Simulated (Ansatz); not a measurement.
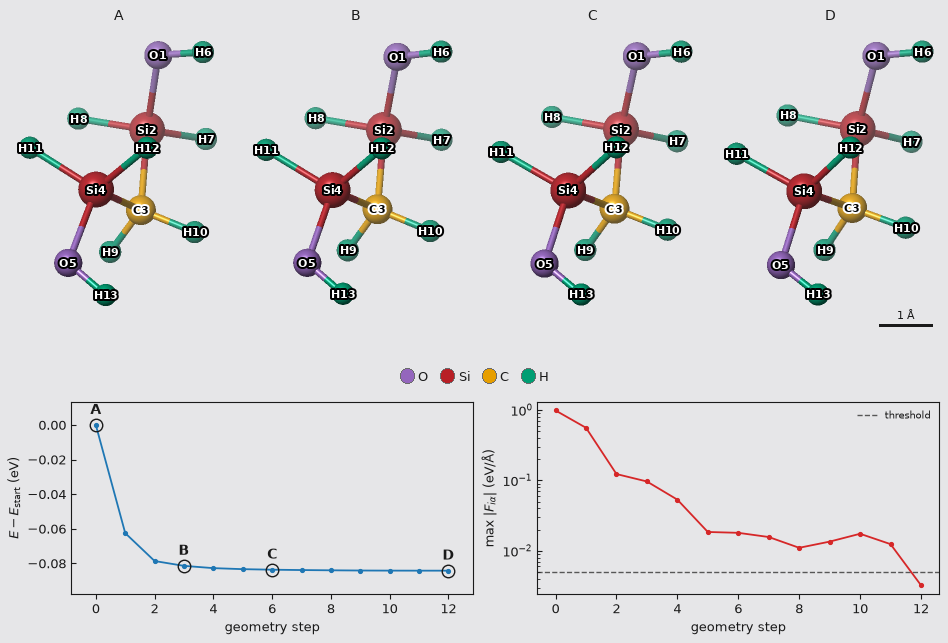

Frames of a relaxation of CH8O2Si2, marked on the history of the run. Style: ball-and-stick. Shown from a free direction.

The start comes from PBE-D4/def2-SVP.

All numbers below come from RKS PBE0-D4/def2-TZVP in Ansatz 0.2.0. Settings: force threshold 0.005 eV/Å; at most 150 steps.

What happens along the run?

Answer. After 12 geometry steps the energy has fallen by 0.084 eV. Largest force component: 0.98 eV/Å at the start, 0.0032 eV/Å at the end. The atom that moves furthest after the best rigid fit is H6 (0.20 Å). By element the largest moves are H 0.20 Å, O 0.14 Å, Si 0.07 Å, C 0.05 Å. Near-neighbour distances that change, for instance: O1–Si2 1.690 → 1.651 Å, C3–Si4 1.892 → 1.867 Å, Si2–H7 1.511 → 1.491 Å, Si2–H8 1.499 → 1.482 Å. Among the angles between lasting bonds that change: Si4–O5–H13 115.2° → 117.8°. Cost: 47 s on 4 threads of Arm Neoverse V2, on a shared host. From step 0 to 3: O5 moves most (0.06 Å), energy −0.081 eV. From step 3 to 6: H6 moves most (0.07 Å), energy −0.002 eV. From step 6 to 12: H6 moves most (0.10 Å), energy −0.001 eV.
